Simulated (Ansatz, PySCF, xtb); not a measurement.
Bond stretch in SMILES [F][Be][F]. The Be1–F3 bond (Be1 also carries F; F3 carries nothing else) is varied alone, starting from the PBE0/def2-TZVP optimised geometry.

```
3

Be     0.0000     0.0000     0.0000
F      0.0000     0.0001    -1.3778
F      0.0000     0.0000     1.3778
```

- RKS-B3LYP/6-31G* = PySCF with restricted B3LYP/6-31G*, spherical d
- UKS-BP86/6-31G* = unrestricted BP86/6-31G*, spherical d (PySCF)
- UCCSD(T) = CCSD(T) on UHF/cc-pVTZ, frozen core (Ansatz, a program for electronic structure)
- GFN1-xTB (xtb)

Energies are in kcal/mol, each relative to the lowest point of its own curve near equilibrium.

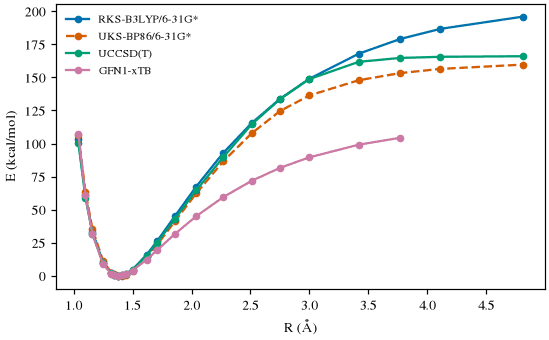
Energy against bond length for each method.

```
R / Å  RKS-B3LYP/6-31G*  UKS-BP86/6-31G*  UCCSD(T)  GFN1-xTB
-----  ----------------  ---------------  --------  --------
1.04              103.3            106.4     100.7     107.4
1.10               61.0             63.6      59.2      60.7
1.16               33.0             35.1      31.9      31.4
1.25                9.7             10.9       9.3       8.6
1.32                1.9              2.5       1.8       1.5
1.34                0.8              1.2       0.8       0.6
1.38                0.0              0.0       0.0       0.0
1.41                0.3              0.0       0.3       0.3
1.44                1.2              0.7       1.2       1.1
1.50                4.7              3.6       4.5       3.9
1.62               15.9             13.8      15.2      12.3
1.71               26.4             23.6      25.1      19.5
1.86               45.2             41.3      43.1      31.6
2.04               67.4             62.3      64.6      45.0
2.27               93.0             86.5      89.7      59.5
2.51              115.4            107.7     114.4      71.8
2.75              133.7            124.5     133.5      81.5
3.00              149.0            136.3     148.7      89.5
3.42              167.9            147.9     161.8      99.1
3.77              179.0            153.2     164.7     104.3
4.11              186.7            156.4     165.6         —
4.81              195.9            159.6     166.0         —
```

At the longest distance, 4.81 Å, RKS-B3LYP/6-31G* lies highest above its minimum (195.9 kcal/mol) and UKS-BP86/6-31G* lowest (159.6 kcal/mol).

A dash means that the run gave no value there, or that the column was ended at a point which the program doubted or which failed a test of continuity chosen for this set; such a test can also cut sound points.

The restricted form behind RKS-B3LYP/6-31G* keeps the bonding electrons paired and can't separate into open-shell fragments. The unrestricted determinant behind UKS-BP86/6-31G* is spin-contaminated at 2.75 to 4.81 Å (<S²> up to 0.8, against 0.00 for a pure singlet). The unrestricted determinant behind UCCSD(T) is spin-contaminated at 2.51 to 4.81 Å (<S²> up to 1.0, against 0.00 for a pure singlet).
